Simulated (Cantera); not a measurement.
A closed system holds: 1 mol CO, a varied amount of O2, equilibrated at 1673 K and 57.0 mbar.

Equilibrium computed with Cantera from the NASA thermochemical tables; the gas is ideal and each condensed phase is pure. Candidate condensed phases: C; 12 gas species. The numbers say what is thermodynamically allowed, not how fast it happens.

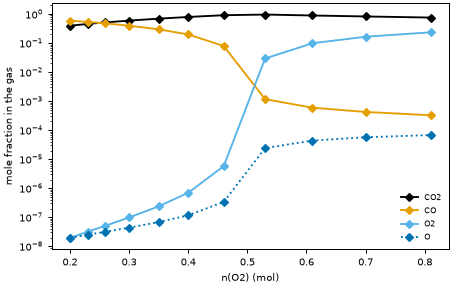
*Equilibrium gas composition (values under 1e-9 drawn at 1e-9)*

From 0.2 mol O2 to 0.81 mol O2 nothing is condensed. The main C-bearing gas is CO at 0.2 mol O2 and CO2 at 0.81 mol O2.
